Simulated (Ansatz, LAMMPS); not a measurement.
# Squeezing and shearing Zn15Cd21S36 with crystalline order left by the classical run (72 atoms), part 2 of 2

How stiff is Zn15Cd21S36 with crystalline order left by the classical run (72 atoms), and how do its levels respond to strain?

Ansatz 0.2.0; Kohn-Sham DFT, PBE, PAW (set soft_1), plane waves.

The cell: 15 Zn, 21 Cd and 36 S. The quench rate of 6 K/ps is many orders above laboratory rates. The network of bonds at the start is that of the classical potential that made the cell. Sampling is at Γ alone.

So far. Step 2 (Single point at the start): The r.m.s. force at the start is 0.41 eV/Å. Step 3 (Cell and atoms relaxed): The relaxation converged after 4 steps, with a largest force component of 0.010 eV/Å.

## Step 4: Single point at the relaxed geometry

The electronic structure is read at the final geometry, in a run of its own.

input.yaml

```yaml
crystal:
  lattice:
    - [12.25311, -0.03187, -0.0002]
    - [-0.03187, 12.24199, -0.00051]
    - [-0.0002, -0.00051, 11.27367]
  atoms:
    - { symbol: Zn, position: [0.37029, 0.94737, 0.93872] }
    - { symbol: Zn, position: [0.03668, 0.28714, 0.93577] }
    - { symbol: Zn, position: [0.52918, 0.11412, 0.18092] }
    - { symbol: Zn, position: [0.03597, 0.28727, 0.43116] }
    - { symbol: Zn, position: [0.52909, 0.45582, 0.18199] }
    - { symbol: Zn, position: [0.69322, 0.6192, 0.42298] }
    [... 60 atom lines left out ...]
    - { symbol: S, position: [0.87359, 0.28427, 0.31903] }
    - { symbol: S, position: [0.04353, 0.44123, 0.06335] }
    - { symbol: S, position: [0.69657, 0.77644, 0.06989] }
    - { symbol: S, position: [0.68889, 0.11541, 0.56529] }
    - { symbol: S, position: [0.03649, 0.12562, 0.54713] }
    - { symbol: S, position: [0.5312, 0.28449, 0.28657] }
kpoints:
  mp_grid: { grid: [1, 1, 1] }
hamiltonian:
  xc: pbe
  pseudopotentials: { kind: paw, azcp: { folder: soft_1 } }
scf:
  occupations: { method: gaussian, width: 0.05 }
output:
  forces: true
  stress: true
  populations: true
  dos:
    method: { smearing: { sigma: 0.08 } }
    de: 0.1
    projected: { site_lists: { Cd: [Cd], S: [S], Zn: [Zn] } }
  eigenvalues: true
  write_density: true
  write_potential: true
  volumetric_format: npy
  elf: true
```

Started as:

```console
ansatz run input.yaml --threads 4 --pin off --max-ram 8192MiB --backend cpu --events-out ev --progress --plain --runs-dir out
```

Numbers of over 12 decimals in the logs are rounded to 6 here.

What it wrote:

```text
[...]
Crystal: 72 atoms, lattice volume = 1691.067 Å³
Basis set: ecut = 420 eV, 33053 PW (Γ), exchange–correlation on 180×180×160 points (8 copies of the dense FFT grid, shifted against one another)
Bands: 490, of which v1, the nominal top of the filled ones, is band 408 counted from 1 (407 counted from 0)
Symmetry: 1 space group operations
[...]
k-points: 1
[...]
SCF iter   1: F=—  HF=-255657.843816 eV  |F-HF|=—  |Δ(HF+E_count)|=         —  Δρ=3.24e-2  dr2=1.66e1  ethr=3.10e-3  ⟨swp⟩=7.0  Hψ=1986  notcnv=0  defer=41
[...]
SCF iter  11: F=-255653.895953 eV  HF=-255653.895953 eV  |F-HF|=5.86e-8  |Δ(HF+E_count)|=   8.93e-7  Δρ=1.90e-6  dr2=6.73e-8  ethr=1.23e-11  ⟨swp⟩=22.0  Hψ=5010  notcnv=0
SCF 1 converged in 11 iterations: F = -255653.895953 eV  dr2 = 6.73e-8
[...]
SCF converged after 11 iterations
Free energy (F): -255653.895953 eV
[...]
Internal energy: -255653.895953 eV  (E = F + TS)
E sigma→0 (E₀):  -255653.895953 eV
Fermi energy:    6.721379 eV
[...]
--- Forces (eV/Å), atoms counted from 1 ---
  atom   1  Zn    -0.00040631    -0.00070632     0.00513991
  atom   2  Zn    -0.00100524    -0.00221139     0.00115205
  atom   3  Zn    -0.00564889     0.00063590    -0.00294120
  atom   4  Zn     0.00422729    -0.00169326     0.00167228
  atom   5  Zn    -0.00513035    -0.00274903     0.00551222
  atom   6  Zn    -0.00070180     0.00057058    -0.00565700
  atom   7  Zn    -0.00202455    -0.00122162     0.00988215
  atom   8  Zn    -0.00120973    -0.00399335    -0.00438583
  atom   9  Zn    -0.00352998     0.00468563    -0.00366021
  atom  10  Zn    -0.00723970     0.00172100     0.00087482
  atom  11  Zn    -0.00029098     0.00187962     0.00124921
  atom  12  Zn    -0.00091926    -0.00223236    -0.00359431
  atom  13  Zn     0.00308077    -0.00126845     0.00269927
  atom  14  Zn     0.00232429     0.00022301     0.00362603
[...]
atom  71  S     -0.00331956    -0.00068784     0.00217248
  atom  72  S     -0.00107317     0.00548377     0.00209522
  max |Σ_I F_I| component: 3.80e-6 eV/Å
--- Stress (GPa, compression-positive) ---
       -0.008753       0.001821      -0.000812
        0.001821      -0.010235       0.005297
       -0.000812       0.005297      -0.002361
  P = ⅓ Tr σ = -0.0071 GPa (-0.071 kbar)
--- Band table (eV) ---
[...]
--- Löwdin populations: 72 sites ---
  site symbol       q [e]
     0     Zn     10.7118
     1     Zn     10.7031
     2     Zn     10.7077
[...]
71      S      7.0849
  spilling = 0.008284 (of n_electrons = 816.000000)
```

It took 24 s on 4 threads of Intel Xeon Platinum 8488C (Sapphire Rapids), shared host; peak memory 2.6 GiB.

Read from the output:

| Item | Value |
| --- | --- |
| free energy | -255653.8960 eV |
| free energy per atom | -3550.7486 eV/atom |
| SCF cycles | 11 |
| pressure | -0.007116 GPa |
| r.m.s. force component | 0.00305 eV/Å |
| longest force | 0.0102 eV/Å |
| Fermi energy | 6.721 eV |
| gap (highest filled to lowest empty level) | 1.283 eV |
| spilling of the projection | 0.008284 |

Löwdin charges by element (they lack the spilled electrons, 0.094 e an atom on average):

| element | coordination | atoms | mean charge (e) | spread | least | most |
| --- | --- | --- | --- | --- | --- | --- |
| Cd | all | 21 | 1.26 | 0.0028 | 1.25 | 1.27 |
| S | all | 36 | -1.08 | 0.0019 | -1.09 | -1.08 |
| Zn | all | 15 | 1.29 | 0.0047 | 1.28 | 1.30 |

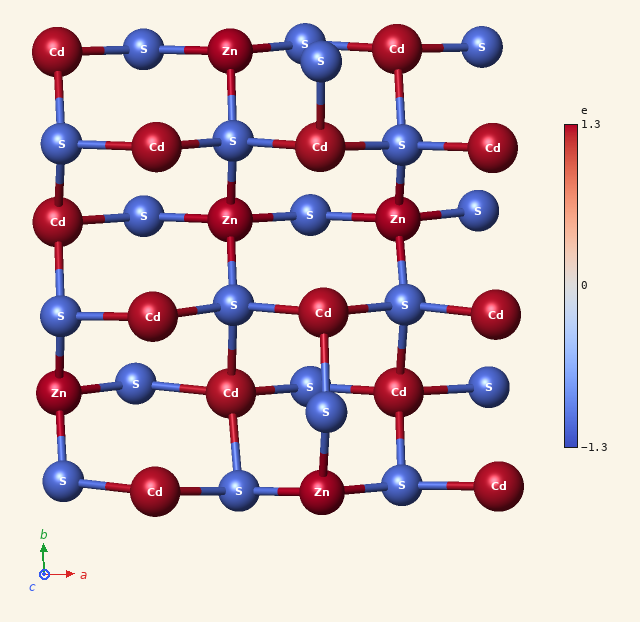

Atoms coloured by Löwdin charge. Drawn is a stretch of 10 Å of the 12 Å that the cell measures along a and a slice 7 Å thick, seen along the normal of the ab plane.

States in the cell by windows of 1 eV, zero at the Fermi level; the larger projections on atomic orbitals stand beside the total:

| from (eV) | to (eV) | total | S p | Cd d | Zn d | Cd s |
| --- | --- | --- | --- | --- | --- | --- |
| -10 | -9 | 0.0 | 0.0 | 0.0 | 0.0 | 0.0 |
| -9 | -8 | 120.7 | 5.5 | 113.7 | 0.5 | 0.3 |
| -8 | -7 | 89.3 | 1.5 | 84.4 | 1.3 | 0.3 |
| -7 | -6 | 150.0 | 5.5 | 1.8 | 140.2 | 0.7 |
| -6 | -5 | 5.3 | 3.2 | 0.1 | 0.2 | 0.2 |
| -5 | -4 | 45.2 | 28.6 | 1.0 | 1.7 | 7.5 |
| -4 | -3 | 41.8 | 31.5 | 1.5 | 1.7 | 3.0 |
| -3 | -2 | 45.7 | 41.2 | 1.2 | 1.0 | 0.3 |
| -2 | -1 | 70.0 | 63.1 | 2.4 | 1.6 | 0.3 |
| -1 | 0 | 7.9 | 7.2 | 0.4 | 0.2 | 0.0 |
| 0 | 1 | 2.0 | 0.0 | 0.0 | 0.0 | 0.9 |
| 1 | 2 | 0.0 | 0.0 | 0.0 | 0.0 | 0.0 |
| 2 | 3 | 27.7 | 5.8 | 0.0 | 0.0 | 9.3 |
| 3 | 4 | 39.5 | 6.6 | 0.1 | 0.0 | 7.4 |
| 4 | 5 | 26.3 | 5.0 | 0.0 | 0.0 | 4.2 |

The curve was stored every 0.100 eV, coarse against its broadening of 0.08 eV, so these counts are rough.

Between -26 and -10 eV lie 72 more states.

The stored curve holds about 648 of the 816 electrons; the rest, give or take the few that broadening carries across the Fermi level, lie in deeper levels below its range.

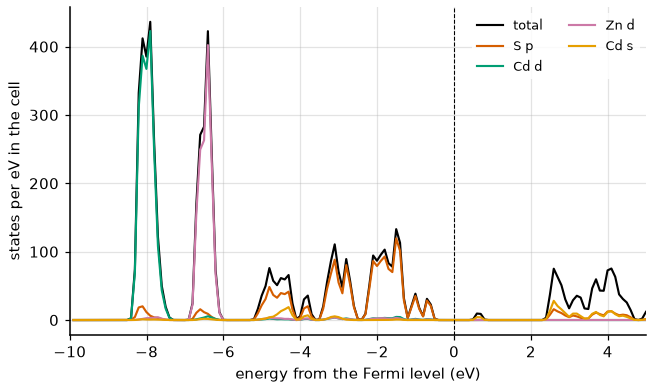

Total and projected density of states, with the broadening of the input.

The levels nearest the highest filled one (over half full), pooled over k-points and spins:

| level less the highest filled one (eV) | occupation |
| --- | --- |
| -0.399 | 2 |
| -0.344 | 2 |
| -0.307 | 2 |
| -0.0459 | 2 |
| -0.0401 | 2 |
| 0 | 2 |
| 1.28 | 0 |
| 3.16 | 0 |
| 3.18 | 0 |
| 3.21 | 0 |
| 3.22 | 0 |
| 3.26 | 0 |

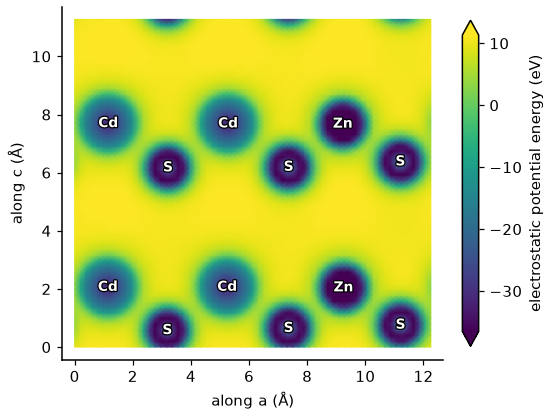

Electrostatic potential energy in the ac plane at fractional y = 0.112, with atoms of Zn and Cd and S within 0.2 Å of it. With pseudopotentials it is smooth inside the atoms' cores, unlike the true potential. The map starts off the cell's origin, so that atoms lie inside it.

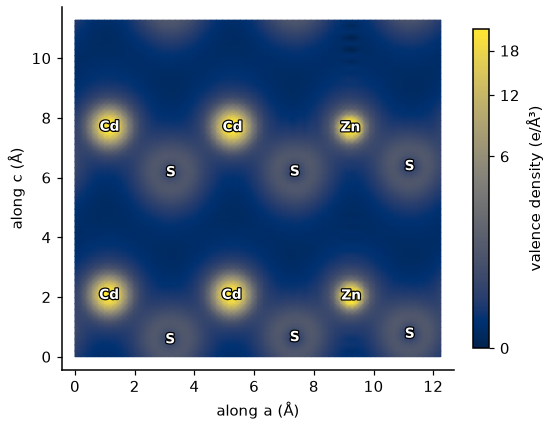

Valence density in the ac plane at fractional y = 0.112, with atoms of Zn and Cd and S within 0.2 Å of it. It is the smooth field of the valence electrons, not physical close to the nuclei. The map starts off the cell's origin, so that atoms lie inside it. The colour scale is stretched toward low values.

Filled and empty levels are parted by 1.28 eV (at Γ alone); a semilocal functional tends to put such gaps too low. In a disordered cell it changes from sample to sample, and tail or defect levels can set it. Mean Löwdin charges: Cd +1.26, S -1.08, Zn +1.29 e (they miss 0.83 % of the electrons, so they add up to more than the cell's charge). The largest share in the top eV of filled states is S p (93 % of the projected weight), and in the lowest eV of empty states Cd s (45 % of the projected weight).

## Step 5: Volume -3 %

The relaxed cell is scaled evenly and the atoms are relaxed again; the stress at the end gives one point of P(V).

input.yaml, the sections that differ from step 4:

```yaml
crystal:
  lattice:
    - [12.12933, -0.03155, -0.0002]
    - [-0.03155, 12.11833, -0.0005]
    - [-0.0002, -0.0005, 11.15979]
  atoms:
    [... the 72 atom lines of step 4 ...]
output:
  forces: true
  eigenvalues: true
  stress: true
relax:
  f_tol: 0.05
  max_steps: 70
# kpoints, hamiltonian, scf: as in step 4
```

What it wrote:

```text
Warning: output.stress: scf.convergence.dr2_threshold = 1e-7 eV (the SCF's general default) is looser than the 7.2e-9 eV advised for a printed stress (1e-10 eV for each atom of the cell: 72). What an SCF threshold leaves in a stress goes as its square root, and in the free energy as the threshold itself, and one threshold admits the most on a small cell: [...]
[...]
Crystal: 72 atoms, lattice volume = 1640.335 Å³
Basis set: ecut = 420 eV, 32081 PW (Γ), exchange–correlation on 180×180×150 points (8 copies of the dense FFT grid, shifted against one another)
Bands: 490, of which v1, the nominal top of the filled ones, is band 408 counted from 1 (407 counted from 0)
Symmetry: 1 space group operations
[...]
k-points: 1
[...]
SCF iter   1: F=—  HF=-255657.599076 eV  |F-HF|=—  |Δ(HF+E_count)|=         —  Δρ=3.26e-2  dr2=1.66e1  ethr=3.10e-3  ⟨swp⟩=7.0  Hψ=1990  notcnv=0  defer=42
[...]
SCF iter   9: F=-255653.600053 eV  HF=-255653.600046 eV  |F-HF|=6.67e-6  |Δ(HF+E_count)|=   2.29e-5  Δρ=1.79e-5  dr2=3.63e-6  ethr=7.66e-9  ⟨swp⟩=18.0  Hψ=3297  notcnv=0
SCF 1 converged in 9 iterations: F = -255653.600053 eV  dr2 = 3.63e-6
[...]
relax step   1: F+E_penalty+E_count = -255653.60005281 eV  Δ(F+E_penalty+E_count) = +0.000e0 eV  max|allowed force component| = 5.077e-2 eV/Å  Δτ_max = 0.0000 Å  (9 SCF iters, dr2 threshold 6.25e-5 eV, accepted)
[...]
SCF iter   7: F=-255653.602979 eV  HF=-255653.602979 eV  |F-HF|=6.52e-9  |Δ(HF+E_count)|=   3.96e-8  Δρ=8.95e-7  dr2=1.56e-8  ethr=1.23e-11  ⟨swp⟩=11.0  Hψ=2113  notcnv=0
SCF 2 converged in 7 iterations: F = -255653.602979 eV  dr2 = 1.56e-8
relax step   2: F+E_penalty+E_count = -255653.60297920 eV  Δ(F+E_penalty+E_count) = -2.926e-3 eV  max|allowed force component| = 2.143e-2 eV/Å  Δτ_max = 0.0094 Å  (7 SCF iters, accepted)
SCF converged after 7 iterations
Free energy (F): -255653.602979 eV
[...]
Internal energy: -255653.602979 eV  (E = F + TS)
E sigma→0 (E₀):  -255653.602979 eV
Fermi energy:    7.171119 eV
[...]
--- Forces (eV/Å), atoms counted from 1 ---
  atom   1  Zn     0.00340622    -0.00848486     0.01767277
  atom   2  Zn    -0.00589375     0.00530532    -0.00345459
  atom   3  Zn    -0.00345677     0.00059864     0.01996895
  atom   4  Zn     0.00864822    -0.00118024    -0.00020447
  atom   5  Zn     0.00081356    -0.00266036     0.02001573
  atom   6  Zn    -0.00199950    -0.00402368    -0.01788505
  atom   7  Zn    -0.00605825    -0.00694618     0.01284381
  atom   8  Zn    -0.00584716    -0.00499855    -0.00408682
  atom   9  Zn    -0.00210305     0.01396426     0.00966346
  atom  10  Zn    -0.00287803     0.00255045     0.00512024
  atom  11  Zn     0.00111231     0.00616531    -0.01150424
  atom  12  Zn    -0.00291110    -0.00790028     0.00944136
  atom  13  Zn    -0.00049562    -0.00647122     0.00192123
  atom  14  Zn    -0.00047990     0.00056014    -0.02142691
[...]
atom  71  S     -0.00126502     0.00189490    -0.00085417
  atom  72  S      0.00121073     0.00234009    -0.01409918
  max |Σ_I F_I| component: 4.28e-6 eV/Å
--- Stress (GPa, compression-positive) ---
        1.949055      -0.006728      -0.001400
       -0.006728       1.938858       0.005847
       -0.001400       0.005847       1.862092
  P = ⅓ Tr σ = 1.9167 GPa (19.167 kbar)
--- Band table (eV) ---
[...]
--- Relaxed structure (2 steps of the walk, 2 accepted, 0 SCFs on fresh bases) ---
  F+E_penalty+E_count = -255653.60297920 eV   max|allowed force component| = 2.143e-2 eV/Å
  atoms:
    - { symbol: Zn, position: [0.370406, 0.947229, 0.938937] }
    - { symbol: Zn, position: [0.036677, 0.287348, 0.935607] }
    - { symbol: Zn, position: [0.529072, 0.114103, 0.180962] }
    - { symbol: Zn, position: [0.036083, 0.287417, 0.431323] }
[...]
- { symbol: S, position: [0.531101, 0.284454, 0.286260] }
```

It took 33 s on 4 threads; peak memory 2.6 GiB; 2.1 min of CPU time.

The program notes that the SCF threshold is loose for the stress.

The relaxation converged after 2 steps, 0.00293 eV below its start, with a largest force component of 0.021 eV/Å.

Volume -3 %: the energy stands 0.293 eV above that of the reference, at a pressure of 1.92 GPa.

## Step 6: Volume +3 %

The relaxed cell is scaled to another volume.

Input and log are left out; they have the form of those shown for this kind of step.

The job ended after 30 s (4 threads of Intel Xeon Platinum 8488C (Sapphire Rapids), shared host; peak memory 2.7 GiB; 1.9 min of CPU time).

The relaxation converged after 2 steps, 2.0e-6 eV below its start, with a largest force component of 0.048 eV/Å.

Volume +3 %: the energy stands 0.270 eV above that of the reference, at a pressure of -1.65 GPa.

## Step 7: Volume -6 %

The relaxed cell is scaled to another volume.

Input and log are left out; they have the form of those shown for this kind of step.

Wall time 31 s (4 threads of Intel Xeon Platinum 8488C (Sapphire Rapids), shared host); peak memory 2.4 GiB.

The relaxation converged after 2 steps, 0.0120 eV below its start, with a largest force component of 0.050 eV/Å.

Volume -6 %: the energy stands 1.25 eV above that of the reference, at a pressure of 4.19 GPa.

## Step 8: Volume +6 %

The relaxed cell is scaled to another volume.

Input and log are left out; they have the form of those shown for this kind of step.

Elapsed: 36 s, on 4 threads of Intel Xeon Platinum 8488C (Sapphire Rapids), shared host; peak memory 2.7 GiB.

The relaxation converged after 2 steps, 0.00911 eV below its start, with a largest force component of 0.040 eV/Å.

Volume +6 %: the energy stands 1.01 eV above that of the reference, at a pressure of -3.02 GPa.

## Step 9: Volume -10 %

The relaxed cell is scaled to another volume.

Input and log are left out; they have the form of those shown for this kind of step.

Elapsed: 42 s, on 4 threads of Intel Xeon Platinum 8488C (Sapphire Rapids), shared host; peak memory 2.3 GiB; 2.6 min of CPU time.

The relaxation converged after 3 steps, 0.0520 eV below its start, with a largest force component of 0.033 eV/Å.

Volume -10 %: the energy stands 3.74 eV above that of the reference, at a pressure of 7.81 GPa.

## Step 10: Stretched by 1 % along x

The relaxed cell is strained along x alone, which gives the stiffness along x and its coupling to y and z.

input.yaml, the sections that differ from step 5:

```yaml
crystal:
  lattice:
    - [12.37564, -0.03187, -0.0002]
    - [-0.03219, 12.24199, -0.00051]
    - [-0.0002, -0.00051, 11.27367]
  atoms:
    [... the 72 atom lines of step 4 ...]
# kpoints, hamiltonian, scf, output, relax: as in step 5
```

What it wrote:

```text
[...]
Crystal: 72 atoms, lattice volume = 1707.977 Å³
Basis set: ecut = 420 eV, 33341 PW (Γ), exchange–correlation on 180×180×160 points (8 copies of the dense FFT grid, shifted against one another)
Bands: 490, of which v1, the nominal top of the filled ones, is band 408 counted from 1 (407 counted from 0)
Symmetry: 1 space group operations
[...]
k-points: 1
[...]
SCF iter   1: F=—  HF=-255657.768490 eV  |F-HF|=—  |Δ(HF+E_count)|=         —  Δρ=3.23e-2  dr2=1.66e1  ethr=3.10e-3  ⟨swp⟩=7.0  Hψ=1985  notcnv=0  defer=41
[...]
SCF iter   9: F=-255653.834523 eV  HF=-255653.834518 eV  |F-HF|=5.16e-6  |Δ(HF+E_count)|=   1.24e-5  Δρ=1.96e-5  dr2=4.29e-6  ethr=5.58e-9  ⟨swp⟩=17.0  Hψ=3169  notcnv=0
SCF 1 converged in 9 iterations: F = -255653.834523 eV  dr2 = 4.29e-6
[...]
relax step   1: F+E_penalty+E_count = -255653.83452269 eV  Δ(F+E_penalty+E_count) = +0.000e0 eV  max|allowed force component| = 5.855e-2 eV/Å  Δτ_max = 0.0000 Å  (9 SCF iters, dr2 threshold 6.25e-5 eV, accepted)
[...]
SCF iter   6: F=-255653.841471 eV  HF=-255653.841471 eV  |F-HF|=3.80e-8  |Δ(HF+E_count)|=   6.56e-7  Δρ=1.68e-6  dr2=5.67e-8  ethr=1.23e-11  ⟨swp⟩=10.0  Hψ=2338  notcnv=0
SCF 2 converged in 6 iterations: F = -255653.841471 eV  dr2 = 5.67e-8
relax step   2: F+E_penalty+E_count = -255653.84147106 eV  Δ(F+E_penalty+E_count) = -6.948e-3 eV  max|allowed force component| = 4.070e-2 eV/Å  Δτ_max = 0.0079 Å  (6 SCF iters, accepted)
SCF converged after 6 iterations
Free energy (F): -255653.841471 eV
[...]
Internal energy: -255653.841471 eV  (E = F + TS)
E sigma→0 (E₀):  -255653.841471 eV
Fermi energy:    6.580521 eV
[...]
--- Forces (eV/Å), atoms counted from 1 ---
  atom   1  Zn    -0.00313611    -0.00436276    -0.02832079
  atom   2  Zn    -0.00121434     0.00035446    -0.02913546
  atom   3  Zn     0.00070136     0.00215440    -0.04069519
  atom   4  Zn    -0.00414658    -0.00197837    -0.02770141
  atom   5  Zn    -0.00350731    -0.00011587    -0.02982484
  atom   6  Zn     0.00285260    -0.00033474    -0.02611567
  atom   7  Zn     0.00152348    -0.00078815    -0.02296853
  atom   8  Zn     0.00207458    -0.00243410    -0.02844877
  atom   9  Zn    -0.00494060     0.00439003    -0.03002218
  atom  10  Zn    -0.00217550    -0.00109675    -0.02539438
  atom  11  Zn    -0.00201893     0.00044675    -0.02096612
  atom  12  Zn     0.00480626    -0.00028160    -0.02933918
  atom  13  Zn     0.00438285    -0.00020358    -0.02551739
  atom  14  Zn     0.00106066    -0.00154056    -0.01891705
[...]
atom  71  S     -0.00077461    -0.00568295     0.01900752
  atom  72  S     -0.00055458     0.00285765     0.02291412
  max |Σ_I F_I| component: 8.27e-6 eV/Å
--- Stress (GPa, compression-positive) ---
       -1.041567       0.005783      -0.000792
        0.005783      -0.242048       0.004632
       -0.000792       0.004632      -0.482239
  P = ⅓ Tr σ = -0.5886 GPa (-5.886 kbar)
--- Band table (eV) ---
[...]
--- Relaxed structure (2 steps of the walk, 2 accepted, 0 SCFs on fresh bases) ---
  F+E_penalty+E_count = -255653.84147106 eV   max|allowed force component| = 4.070e-2 eV/Å
  atoms:
    - { symbol: Zn, position: [0.370283, 0.947385, 0.938738] }
    - { symbol: Zn, position: [0.036559, 0.287134, 0.935854] }
    - { symbol: Zn, position: [0.529130, 0.114162, 0.180859] }
    - { symbol: Zn, position: [0.035923, 0.287246, 0.431120] }
[...]
- { symbol: S, position: [0.531182, 0.284474, 0.287004] }
```

Run time: 32 s. Hardware: 4 threads; peak memory 2.6 GiB; 2 min of CPU time.

The relaxation converged after 2 steps, 0.00695 eV below its start, with a largest force component of 0.041 eV/Å.

Stretched by 1 % along x: the energy stands 0.0545 eV above that of the reference, at a pressure of -0.589 GPa.

## Step 11: Pressure against volume

Atoms are relaxed at each volume, in the scaled cell.

| volume change (%) | volume (Å³/atom) | energy change (meV/atom) | pressure (GPa) | largest move on relaxing (Å) | bonds | gap (eV) |
| --- | --- | --- | --- | --- | --- | --- |
| -10 | 21.138 | 52.01 | 7.81 | 0.06 | 144 | 1.58 |
| -6 | 22.078 | 17.34 | 4.19 | 0.02 | 144 | 1.46 |
| -3 | 22.782 | 4.07 | 1.92 | 0.01 | 144 | 1.37 |
| +0 | 23.487 | 0.00 | -0.01 | - | 144 | 1.28 |
| +3 | 24.192 | 3.75 | -1.65 | 0.00 | 144 | 1.20 |
| +6 | 24.896 | 14.00 | -3.02 | 0.02 | 144 | 1.12 |

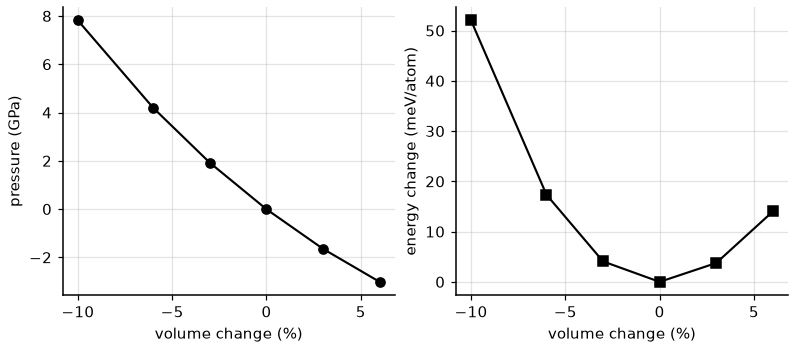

Pressure and energy against volume.

## Step 12: Uniaxial strain and shear

Stress (GPa, compression positive) less that of the relaxed cell, atoms relaxed:

| strain | xx | yy | zz | xy | energy change (meV/atom) |
| --- | --- | --- | --- | --- | --- |
| stretched by 1 % along x | -1.033 | -0.232 | -0.480 | 0.004 | 0.76 |

## Step 13: What came out

The bulk modulus, from the slope of pressure against ln V over the three points nearest the relaxed volume, is 59.4 GPa; a quadratic over all points gives a pressure derivative of about 4.7. The gap goes from 1.58 eV at the smallest volume to 1.12 eV at the largest, -2.9 eV per unit of ln V by a straight line, on the run's k-points.

**Limits.** Strains are finite and relaxations stop at the force tolerance of the input, which can leave moduli too stiff; they are those of a static cell at zero temperature. Volumes are changed with the cell's shape held, so in an anisotropic solid the modulus lies over the one under free hydrostatic load. The program notes that the SCF threshold of the relaxations is loose for the stress.

The DFT runs together took 5.3 min of wall time.

[Logs are printed without paths, hosts, clocks, repeated set-up lines and the standing remarks that a program may print on its own settings, such as how far it seeks lower states.]

[Hosts, paths, dates, database ids (printed as entryN), source tags and the programs' standing remarks are cut or masked in the printed files.]
